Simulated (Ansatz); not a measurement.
C₄H₁₂BN (SMILES CCCB(C)N)

```yaml
atoms:
  - { symbol: C, position_ang: [-3.0970, -0.6892, 1.2588] }
  - { symbol: C, position_ang: [-2.1416, 0.3959, 1.7324] }
  - { symbol: C, position_ang: [-1.9690, 1.5268, 0.7163] }
  - { symbol: C, position_ang: [0.0082, 0.2047, -0.6827] }
  - { symbol: B, position_ang: [-1.2997, 1.0969, -0.6602] }
  - { symbol: N, position_ang: [-1.8626, 1.5340, -1.8648] }
  - { symbol: H, position_ang: [-2.7445, -1.1566, 0.3244] }
  - { symbol: H, position_ang: [-4.0984, -0.2753, 1.0557] }
  - { symbol: H, position_ang: [-3.2133, -1.4892, 2.0064] }
  - { symbol: H, position_ang: [-2.5017, 0.8009, 2.6941] }
  - { symbol: H, position_ang: [-1.1574, -0.0541, 1.9514] }
  - { symbol: H, position_ang: [-1.3122, 2.3037, 1.1532] }
  - { symbol: H, position_ang: [-2.9421, 2.0244, 0.5475] }
  - { symbol: H, position_ang: [0.4499, 0.0796, -1.6839] }
  - { symbol: H, position_ang: [0.7823, 0.6247, -0.0186] }
  - { symbol: H, position_ang: [-0.2099, -0.8029, -0.2885] }
  - { symbol: H, position_ang: [-2.7062, 2.0908, -1.9092] }
  - { symbol: H, position_ang: [-1.4643, 1.3263, -2.7713] }
```

Geometry: PBE0-D3(BJ)/def2-SVP.

Computed with isolated molecule in a Gaussian basis; Kohn-Sham density functional theory, functional PBE0 in Ansatz 0.2.0.

### What can the converged electron density and electron localisation function tell about the bonding?

B–N (1.40 Å): ρ is about 1.9 e/Å³ halfway; the ELF peaks at about 0.95 between the atoms: a short, strongly polar bond.
C–B (1.58 Å): ρ is about 1.4 e/Å³ halfway; the ELF peaks at about 1 between the atoms; a shared electron pair.
N–H (1.01 Å): the density is about 2.8 e/Å³ at the midpoint; the ELF climbs to about 1 towards the hydrogen, as it does in any bond to H; an ordinary covalent bond to hydrogen.
C–H (1.11 Å): the density is about 1.8 e/Å³ at the midpoint; the ELF climbs to about 1 towards the hydrogen (an ordinary covalent bond to hydrogen).

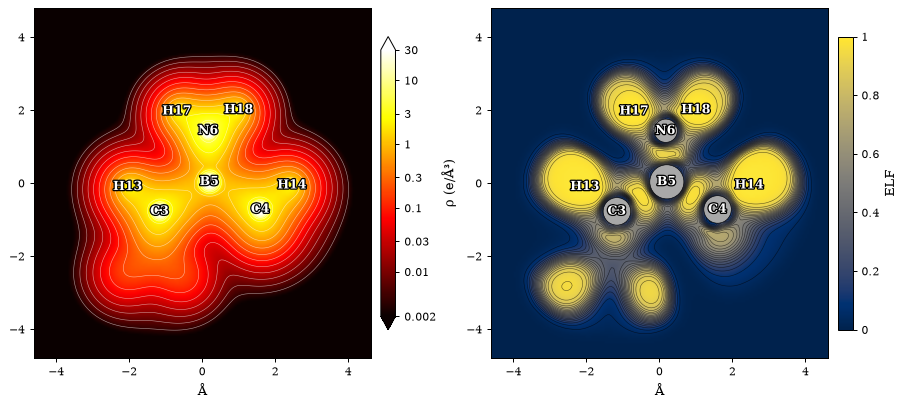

Computed electron density and electron localisation function on the plane of atoms B5, N6 and H18, in this order. Grey discs cover the atomic cores in the ELF map. 
